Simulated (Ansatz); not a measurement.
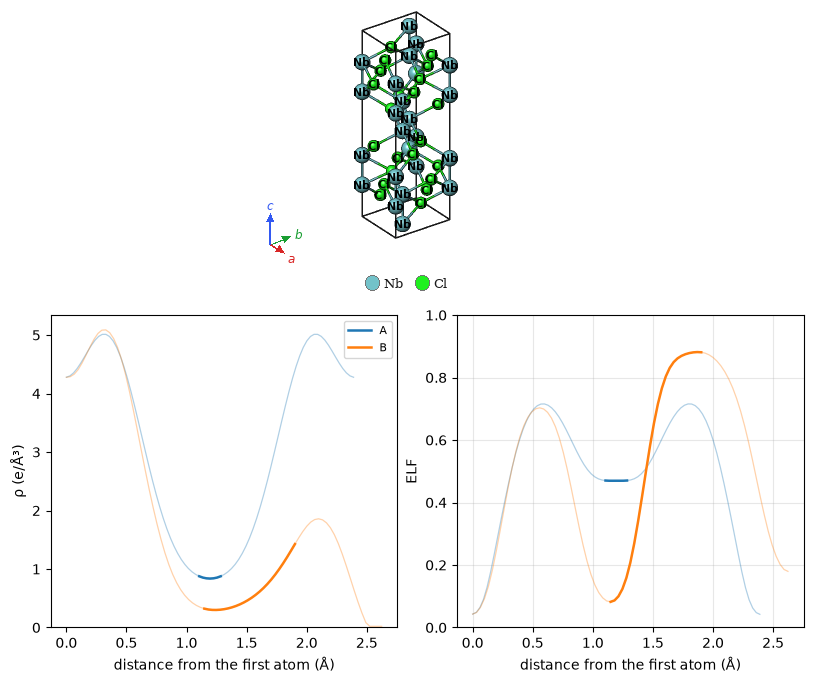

*Nb2Cl3. Valence charge density (pseudo) and electron localisation function along straight lines between neighbouring atoms. Thin, pale parts lie inside the atomic spheres. The structure is drawn too.*

Space group R-3c; started from the corundum_167 prototype, which need not be the ambient phase.

Level of theory: DFT PBE, scalar-relativistic, plane waves, PAW in Ansatz 0.2.0.

The density is the valence pseudo-density of a PAW calculation; it isn't the true density close to the nuclei.

```cif
data_structure
_symmetry_space_group_name_H-M 'P 1'
_symmetry_Int_Tables_number 1
_cell_length_a 6.8938
_cell_length_b 6.8938
_cell_length_c 15.0197
_cell_angle_alpha 90.000
_cell_angle_beta 90.000
_cell_angle_gamma 120.000
_cell_volume 618.18
loop_
_atom_site_label
_atom_site_type_symbol
_atom_site_fract_x
_atom_site_fract_y
_atom_site_fract_z
_atom_site_occupancy
Nb1 Nb 0.66667 0.33333 0.16288 1
Nb2 Nb 0.33333 0.66667 0.49622 1
Nb3 Nb 0.00000 0.00000 0.82955 1
Nb4 Nb 0.66667 0.33333 0.00378 1
Nb5 Nb 0.33333 0.66667 0.33712 1
Nb6 Nb 0.00000 0.00000 0.67045 1
Nb7 Nb 0.00000 0.00000 0.17045 1
Nb8 Nb 0.66667 0.33333 0.50378 1
Nb9 Nb 0.33333 0.66667 0.83712 1
Nb10 Nb 0.00000 0.00000 0.32955 1
Nb11 Nb 0.66667 0.33333 0.66288 1
Nb12 Nb 0.33333 0.66667 0.99622 1
Cl1 Cl 0.00716 0.33333 0.08333 1
Cl2 Cl 0.67383 0.66667 0.41667 1
Cl3 Cl 0.34049 0.00000 0.75000 1
Cl4 Cl 0.66667 0.67383 0.08333 1
Cl5 Cl 0.33333 0.00716 0.41667 1
Cl6 Cl 0.00000 0.34049 0.75000 1
Cl7 Cl 0.32617 0.99284 0.08333 1
Cl8 Cl 0.99284 0.32617 0.41667 1
Cl9 Cl 0.65951 0.65951 0.75000 1
Cl10 Cl 0.65951 0.00000 0.25000 1
Cl11 Cl 0.32617 0.33333 0.58333 1
Cl12 Cl 0.99284 0.66667 0.91667 1
Cl13 Cl 0.00000 0.65951 0.25000 1
Cl14 Cl 0.66667 0.99284 0.58333 1
Cl15 Cl 0.33333 0.32617 0.91667 1
Cl16 Cl 0.34049 0.34049 0.25000 1
Cl17 Cl 0.00716 0.67383 0.58333 1
Cl18 Cl 0.67383 0.00716 0.91667 1
```

> Which curve belongs to which contact (Nb–Cl and Nb–Nb)? The first atom named is at distance zero.

Curve A: Nb–Nb (2.39 Å): ρ is about 0.84 e/Å³ halfway; the ELF is about 0.45 at the midpoint. Curve B: Nb–Cl (2.62 Å): the density is about 0.31 e/Å³ at the midpoint; the ELF peaks at about 0.90 in the valence shell of Cl, 0.8 Å from its nucleus, and is about 0.20 at the midpoint; no shared electron pair shows on this line.
